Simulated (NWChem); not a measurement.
**Energy and gradient calculation of SiH₂SClO₂ (part 3 of 3)**

The same run, continued: SiH₂SClO₂, multiplicity 2, SMILES O[Si](O)([S])Cl; HF/3-21G, UHF (NWChem 7.3.0). The geometry comes from this level: PBE0-D4/def2-TZVP.

Geometry of the input (Å):
```
O  -0.7213  0.3902  1.0898
Si 0.0213  -0.0317  -0.2973
O  0.9879  -1.2784  0.0726
S  -1.2524  -0.4962  -1.9021
Cl 1.0728  1.5603  -1.0540
H  -1.3378  1.1242  1.0635
H  1.2907  -1.3364  0.9817
```

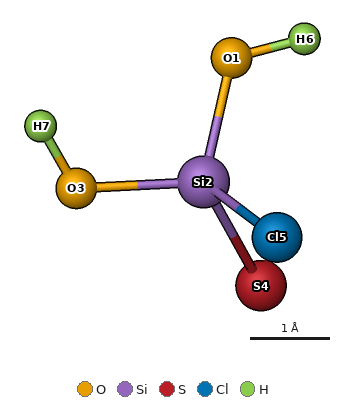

Fig. 1: The input geometry (ball-and-stick view, seen at a tilt; atoms are numbered from 1 in the order of the input).

The program's output, continued:
```
 Vector   22  Occ=1.000000D+00  E=-7.904819D-01
              MO Center= -2.4D-01, -6.1D-02,  4.0D-01, r^2= 3.0D+00
   Bfn.  Coefficient  Atom+Function         Bfn.  Coefficient  Atom+Function
  ----- ------------  ---------------      ----- ------------  ---------------
    15      0.248527  2 Si s                  7      0.207056  1 O  px
     3      0.204074  1 O  px                41     -0.192467  4 S  s
     4     -0.188207  1 O  py                 8     -0.188292  1 O  py
    58     -0.176860  6 H  s                 37     -0.174920  4 S  s
    11     -0.162624  2 Si s

 Vector   23  Occ=1.000000D+00  E=-7.386587D-01
              MO Center=  3.6D-01, -6.2D-01,  3.5D-01, r^2= 2.5D+00
   Bfn.  Coefficient  Atom+Function         Bfn.  Coefficient  Atom+Function
  ----- ------------  ---------------      ----- ------------  ---------------
    31      0.301841  3 O  pz                27      0.289150  3 O  pz
    60      0.192030  7 H  s                  7      0.166683  1 O  px
     8     -0.163933  1 O  py                 3      0.158647  1 O  px
     4     -0.153690  1 O  py

 Vector   24  Occ=1.000000D+00  E=-6.434257D-01
              MO Center=  8.6D-02,  5.2D-01, -2.1D-02, r^2= 3.7D+00
   Bfn.  Coefficient  Atom+Function         Bfn.  Coefficient  Atom+Function
  ----- ------------  ---------------      ----- ------------  ---------------
    54     -0.242458  5 Cl s                  8      0.239325  1 O  py
     6     -0.219323  1 O  s                  4      0.215306  1 O  py
     9     -0.209564  1 O  pz                17      0.197849  2 Si py
    52     -0.190112  5 Cl py                 5     -0.185950  1 O  pz
    15      0.168810  2 Si s                 51     -0.169369  5 Cl px

 Vector   25  Occ=1.000000D+00  E=-6.081071D-01
              MO Center= -1.9D-01, -3.2D-02,  3.4D-01, r^2= 3.1D+00
   Bfn.  Coefficient  Atom+Function         Bfn.  Coefficient  Atom+Function
  ----- ------------  ---------------      ----- ------------  ---------------
     9      0.307161  1 O  pz                41      0.308532  4 S  s
     5      0.266567  1 O  pz                 7      0.231266  1 O  px
    30      0.216565  3 O  py                 3      0.206364  1 O  px
    16      0.205169  2 Si px                26      0.201852  3 O  py
    20      0.199123  2 Si px

 Vector   26  Occ=1.000000D+00  E=-5.672893D-01
              MO Center=  7.2D-01, -1.0D+00,  1.6D-01, r^2= 1.8D+00
   Bfn.  Coefficient  Atom+Function         Bfn.  Coefficient  Atom+Function
  ----- ------------  ---------------      ----- ------------  ---------------
    30      0.337414  3 O  py                31      0.305327  3 O  pz
    26      0.274683  3 O  py                27      0.259980  3 O  pz
     7     -0.237981  1 O  px                29     -0.234786  3 O  px
    28     -0.215177  3 O  s                 25     -0.200581  3 O  px
     3     -0.195079  1 O  px

 Vector   27  Occ=1.000000D+00  E=-5.567237D-01
              MO Center=  1.2D-02,  3.1D-01,  1.1D-01, r^2= 3.7D+00
   Bfn.  Coefficient  Atom+Function         Bfn.  Coefficient  Atom+Function
  ----- ------------  ---------------      ----- ------------  ---------------
     8      0.325985  1 O  py                29     -0.263880  3 O  px
    52      0.262548  5 Cl py                 4      0.260910  1 O  py
    56      0.231017  5 Cl py                 7      0.213473  1 O  px
    25     -0.206315  3 O  px                 3      0.177430  1 O  px
    18      0.168874  2 Si pz

 Vector   28  Occ=1.000000D+00  E=-5.385092D-01
              MO Center=  4.3D-01, -2.1D-01, -5.4D-02, r^2= 3.7D+00
   Bfn.  Coefficient  Atom+Function         Bfn.  Coefficient  Atom+Function
  ----- ------------  ---------------      ----- ------------  ---------------
    29      0.312541  3 O  px                 9     -0.274936  1 O  pz
    30      0.262278  3 O  py                25      0.252069  3 O  px
    55      0.227514  5 Cl px                51      0.219359  5 Cl px
     5     -0.217050  1 O  pz                26      0.212234  3 O  py

 Vector   29  Occ=1.000000D+00  E=-4.949398D-01
              MO Center=  8.1D-01,  1.2D+00, -8.6D-01, r^2= 2.7D+00
   Bfn.  Coefficient  Atom+Function         Bfn.  Coefficient  Atom+Function
  ----- ------------  ---------------      ----- ------------  ---------------
    53      0.530751  5 Cl pz                57      0.469065  5 Cl pz
    49     -0.245133  5 Cl pz                30     -0.153388  3 O  py
     7     -0.151182  1 O  px

 Vector   30  Occ=1.000000D+00  E=-4.906316D-01
              MO Center=  9.2D-01,  1.2D+00, -8.5D-01, r^2= 2.3D+00
   Bfn.  Coefficient  Atom+Function         Bfn.  Coefficient  Atom+Function
  ----- ------------  ---------------      ----- ------------  ---------------
    51      0.426955  5 Cl px                55      0.356294  5 Cl px
    52     -0.345830  5 Cl py                56     -0.293111  5 Cl py
    47     -0.196354  5 Cl px                48      0.158622  5 Cl py
    30     -0.154585  3 O  py

 Vector   31  Occ=1.000000D+00  E=-4.501960D-01
              MO Center= -4.5D-01,  1.2D-01, -1.4D+00, r^2= 4.3D+00
   Bfn.  Coefficient  Atom+Function         Bfn.  Coefficient  Atom+Function
  ----- ------------  ---------------      ----- ------------  ---------------
    44      0.317295  4 S  pz                40      0.311887  4 S  pz
    38      0.242009  4 S  px                42      0.233188  4 S  px
    51      0.218483  5 Cl px                55      0.210144  5 Cl px
    56      0.207644  5 Cl py                52      0.201655  5 Cl py
    16     -0.157580  2 Si px                18     -0.156834  2 Si pz

 Vector   32  Occ=1.000000D+00  E=-4.021758D-01
              MO Center= -1.2D+00, -4.4D-01, -1.8D+00, r^2= 2.0D+00
   Bfn.  Coefficient  Atom+Function         Bfn.  Coefficient  Atom+Function
  ----- ------------  ---------------      ----- ------------  ---------------
    38      0.376596  4 S  px                42      0.375925  4 S  px
    39     -0.319969  4 S  py                43     -0.320211  4 S  py
    44     -0.219401  4 S  pz                40     -0.217597  4 S  pz
    34     -0.176986  4 S  px                35      0.150788  4 S  py

 Vector   33  Occ=0.000000D+00  E=-3.146136D-02
              MO Center= -1.1D+00, -4.5D-01, -1.8D+00, r^2= 2.3D+00
   Bfn.  Coefficient  Atom+Function         Bfn.  Coefficient  Atom+Function
  ----- ------------  ---------------      ----- ------------  ---------------
    43      0.478009  4 S  py                44     -0.324339  4 S  pz
    39      0.319491  4 S  py                42      0.229092  4 S  px
    21      0.200768  2 Si py                40     -0.200629  4 S  pz
    54     -0.195345  5 Cl s                 35     -0.169721  4 S  py
    38      0.154830  4 S  px

 Vector   34  Occ=0.000000D+00  E= 1.583402D-01
              MO Center= -2.4D-01,  2.4D-01, -5.4D-01, r^2= 4.5D+00
   Bfn.  Coefficient  Atom+Function         Bfn.  Coefficient  Atom+Function
  ----- ------------  ---------------      ----- ------------  ---------------
    19      1.557998  2 Si s                 41     -0.587338  4 S  s
     6     -0.520141  1 O  s                 44     -0.484766  4 S  pz
    54     -0.485969  5 Cl s                 28     -0.425441  3 O  s
    42     -0.405173  4 S  px                56      0.374125  5 Cl py
    61      0.343192  7 H  s                 22     -0.333520  2 Si pz

 Vector   35  Occ=0.000000D+00  E= 2.094091D-01
              MO Center=  1.6D-01, -1.2D-01, -1.2D-01, r^2= 4.6D+00
   Bfn.  Coefficient  Atom+Function         Bfn.  Coefficient  Atom+Function
  ----- ------------  ---------------      ----- ------------  ---------------
    20      0.886806  2 Si px                28     -0.817591  3 O  s
    21     -0.612623  2 Si py                 6      0.521574  1 O  s
    61      0.390122  7 H  s                  9     -0.235245  1 O  pz
    16      0.207666  2 Si px                43      0.192581  4 S  py
    56      0.183773  5 Cl py                41      0.176158  4 S  s

 Vector   36  Occ=0.000000D+00  E= 2.233470D-01
              MO Center= -2.4D-01,  2.3D-01,  2.5D-01, r^2= 4.9D+00
   Bfn.  Coefficient  Atom+Function         Bfn.  Coefficient  Atom+Function
  ----- ------------  ---------------      ----- ------------  ---------------
    22      1.129293  2 Si pz                41      0.909797  4 S  s
     6     -0.709267  1 O  s                 59      0.686807  6 H  s
    20      0.553731  2 Si px                42      0.499766  4 S  px
    19     -0.492702  2 Si s                 44      0.487078  4 S  pz
    18      0.332415  2 Si pz                28     -0.330923  3 O  s

 Vector   37  Occ=0.000000D+00  E= 2.384324D-01
              MO Center= -1.1D-01, -1.9D-01, -2.4D-01, r^2= 4.4D+00
   Bfn.  Coefficient  Atom+Function         Bfn.  Coefficient  Atom+Function
  ----- ------------  ---------------      ----- ------------  ---------------
    21      1.090553  2 Si py                20      0.836285  2 Si px
    54     -0.751173  5 Cl s                 44      0.489288  4 S  pz
    41      0.452720  4 S  s                 56      0.433381  5 Cl py
    17      0.357567  2 Si py                57     -0.327981  5 Cl pz
    28      0.314261  3 O  s                 16      0.261861  2 Si px

 Vector   38  Occ=0.000000D+00  E= 3.104263D-01
              MO Center= -4.2D-01,  3.3D-01,  4.6D-01, r^2= 4.9D+00
   Bfn.  Coefficient  Atom+Function         Bfn.  Coefficient  Atom+Function
  ----- ------------  ---------------      ----- ------------  ---------------
    59     -1.242180  6 H  s                 22      1.229174  2 Si pz
     8      0.447877  1 O  py                 7     -0.441065  1 O  px
    20     -0.398504  2 Si px                41      0.371839  4 S  s
    31     -0.345428  3 O  pz                61      0.318903  7 H  s
    42      0.300082  4 S  px                54      0.225785  5 Cl s

 Vector   39  Occ=0.000000D+00  E= 3.312203D-01
              MO Center=  6.5D-01, -7.9D-01,  5.2D-01, r^2= 4.1D+00
   Bfn.  Coefficient  Atom+Function         Bfn.  Coefficient  Atom+Function
  ----- ------------  ---------------      ----- ------------  ---------------
    61      1.432010  7 H  s                 21      0.983161  2 Si py
    22     -0.822289  2 Si pz                31     -0.506073  3 O  pz
    20     -0.436478  2 Si px                54     -0.386076  5 Cl s
    29     -0.373355  3 O  px                15     -0.340861  2 Si s
    41     -0.328277  4 S  s                 43     -0.280462  4 S  py

 Vector   40  Occ=0.000000D+00  E= 4.316528D-01
              MO Center= -7.6D-02,  2.2D-01, -7.5D-01, r^2= 4.1D+00
   Bfn.  Coefficient  Atom+Function         Bfn.  Coefficient  Atom+Function
  ----- ------------  ---------------      ----- ------------  ---------------
    19      2.785654  2 Si s                 15     -1.762831  2 Si s
    22     -0.763995  2 Si pz                59     -0.618654  6 H  s
    54     -0.524512  5 Cl s                 18      0.483161  2 Si pz
    41     -0.476707  4 S  s                 21      0.401232  2 Si py
    37     -0.334887  4 S  s                 50     -0.230490  5 Cl s

 Vector   41  Occ=0.000000D+00  E= 4.454238D-01
              MO Center=  2.5D-02, -1.3D-01, -1.3D-01, r^2= 3.8D+00
   Bfn.  Coefficient  Atom+Function         Bfn.  Coefficient  Atom+Function
  ----- ------------  ---------------      ----- ------------  ---------------
    20      1.251875  2 Si px                16     -1.013534  2 Si px
    21      0.858374  2 Si py                17     -0.839440  2 Si py
    22      0.416561  2 Si pz                41      0.402794  4 S  s
    54     -0.390224  5 Cl s                 61     -0.349238  7 H  s
    12      0.245910  2 Si px                18     -0.240365  2 Si pz

 Vector   42  Occ=0.000000D+00  E= 5.797579D-01
              MO Center= -8.4D-02,  6.7D-03,  2.0D-02, r^2= 3.0D+00
   Bfn.  Coefficient  Atom+Function         Bfn.  Coefficient  Atom+Function
  ----- ------------  ---------------      ----- ------------  ---------------
    18      1.248789  2 Si pz                22     -1.092441  2 Si pz
    15      0.701463  2 Si s                 16     -0.687439  2 Si px
    19     -0.664676  2 Si s                 20      0.482228  2 Si px
    17      0.461327  2 Si py                 9      0.427851  1 O  pz
    61      0.373537  7 H  s                 21     -0.339697  2 Si py

 Vector   43  Occ=0.000000D+00  E= 5.938720D-01
              MO Center=  1.4D-01, -2.9D-01, -2.0D-01, r^2= 3.0D+00
   Bfn.  Coefficient  Atom+Function         Bfn.  Coefficient  Atom+Function
  ----- ------------  ---------------      ----- ------------  ---------------
    17      1.077412  2 Si py                21     -0.954789  2 Si py
    16     -0.770525  2 Si px                20      0.732263  2 Si px
    15     -0.706521  2 Si s                 18     -0.629756  2 Si pz
    59      0.446743  6 H  s                 22      0.409672  2 Si pz
    19      0.397088  2 Si s                 30      0.382428  3 O  py

 center of mass
 --------------
 x =   0.03349948 y =   0.34284404 z =  -1.25082064

 moments of inertia (a.u.)
 ------------------
         864.704722833660        -178.599115673265         -94.190003937858
        -178.599115673265         855.211753040362          22.807662013119
         -94.190003937858          22.807662013119         850.698304129815

  Mulliken analysis of the total density
  --------------------------------------

    Atom       Charge   Shell Charges
 -----------   ------   -------------------------------------------------------
    1 O    8     8.84   1.99  0.41  2.12  1.48  2.85
    2 Si  14    12.42   2.00  1.97  5.87  0.72  1.39  0.09  0.38
    3 O    8     8.84   1.99  0.41  2.12  1.48  2.84
    4 S   16    16.32   2.00  1.97  5.89  1.02  2.34  1.02  2.08
    5 Cl  17    17.47   2.00  1.96  5.91  1.11  3.04  0.95  2.51
    6 H    1     0.56   0.41  0.15
    7 H    1     0.55   0.40  0.15

  Mulliken analysis of the alpha density
  --------------------------------------

    Atom       Charge   Shell Charges
 -----------   ------   -------------------------------------------------------
    1 O    8     4.42   0.99  0.20  1.06  0.74  1.42
    2 Si  14     6.18   1.00  0.98  2.93  0.36  0.68  0.04  0.19
    3 O    8     4.42   0.99  0.20  1.06  0.74  1.42
    4 S   16     8.68   1.00  0.98  2.95  0.51  1.44  0.52  1.27
    5 Cl  17     8.75   1.00  0.98  2.95  0.55  1.53  0.47  1.25
    6 H    1     0.28   0.20  0.08
    7 H    1     0.28   0.20  0.07

   Mulliken analysis of the beta density
   -------------------------------------

    Atom       Charge   Shell Charges
 -----------   ------   -------------------------------------------------------
    1 O    8     4.42   0.99  0.20  1.06  0.74  1.42
    2 Si  14     6.24   1.00  0.99  2.93  0.37  0.71  0.05  0.19
    3 O    8     4.42   0.99  0.20  1.06  0.74  1.42
    4 S   16     7.64   1.00  0.98  2.94  0.51  0.90  0.50  0.82
    5 Cl  17     8.73   1.00  0.98  2.95  0.55  1.51  0.47  1.26
    6 H    1     0.28   0.20  0.07
    7 H    1     0.28   0.20  0.08

   Mulliken analysis of the spin density
   -------------------------------------

    Atom       Charge   Shell Charges
 -----------   ------   -------------------------------------------------------
    1 O    8    -0.00  -0.00 -0.00 -0.00  0.00 -0.00
    2 Si  14    -0.06  -0.00 -0.00 -0.00 -0.01 -0.03 -0.01 -0.00
    3 O    8     0.00  -0.00 -0.00  0.00  0.00  0.00
    4 S   16     1.03   0.00  0.00  0.02  0.00  0.54  0.03  0.45
    5 Cl  17     0.02   0.00  0.00  0.00  0.00  0.02 -0.00 -0.00
    6 H    1     0.00   0.00  0.00
    7 H    1    -0.00  -0.00 -0.00

       Multipole analysis of the density wrt the origin
       ------------------------------------------------

     L   x y z        total         alpha         beta         nuclear
     -   - - -        -----         -----         ----         -------
     0   0 0 0     -0.000000    -33.000000    -32.000000     65.000000

     1   1 0 0     -0.472516      0.382638     -1.957053      1.101899
     1   0 1 0      0.174793     -9.682705    -10.597463     20.454961
     1   0 0 1      1.139796     41.276574     37.662107    -77.798885

     2   2 0 0    -38.549500   -130.080836   -123.065051    214.596386
     2   1 1 0     -3.396959    -43.946788    -40.891226     81.441054
     2   1 0 1      0.826171    -26.747264    -18.612838     46.186273
     2   0 2 0    -39.834752   -133.469414   -130.210021    223.844683
     2   0 1 1     -0.490548     16.631336     19.236171    -36.358054
     2   0 0 2    -41.480363   -187.957170   -173.665502    320.142309

                              NWChem Gradients Module
                              -----------------------

  wavefunction    =   UHF

                         UHF ENERGY GRADIENTS

    atom               coordinates                        gradient
                 x          y          z           x          y          z
   1 O      -1.363059   0.737371   2.059423    0.008911  -0.009920  -0.007325
   2 Si      0.040251  -0.059904  -0.561816    0.000793   0.017741  -0.002131
   3 O       1.866860  -2.415826   0.137194   -0.008987   0.010087  -0.008993
   4 S      -2.366693  -0.937682  -3.594448    0.023430   0.010699   0.025369
   5 Cl      2.027298   2.948539  -1.991771   -0.023181  -0.034033   0.011276
   6 H      -2.528075   2.124430   2.009724    0.007500  -0.004679  -0.013377
   7 H       2.439069  -2.525430   1.855144   -0.008466   0.010107  -0.004819

                 ----------------------------------------
                 |  Time  |  1-e(secs)   |  2-e(secs)   |
                 ----------------------------------------
                 |  CPU   |       0.00   |       1.40   |
                 ----------------------------------------
                 |  WALL  |       0.00   |       1.40   |
                 ----------------------------------------

 Task  times  cpu:       14.1s     wall:       14.1s
 Total times  cpu:       14.1s     wall:       14.1s
```

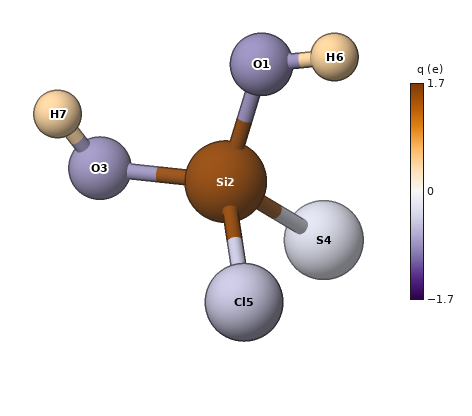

Fig. 2: Mulliken charges, as the colour of each atom (ball-and-stick view, seen at a tilt; atoms are numbered from 1 in the order of the input). By element: O −0.84, Si +1.58, S −0.32, Cl −0.47 and H +0.44 to +0.45 e.

Results in brief:

- outcome: converged
- total energy: −1290.459104 hartree
- basis functions: 61
- largest force: 2.195 eV/Å
- ⟨S²⟩: 0.753
- dipole moment: 3.17 D
- wall time: 15 s
- peak memory: 0.1 GiB
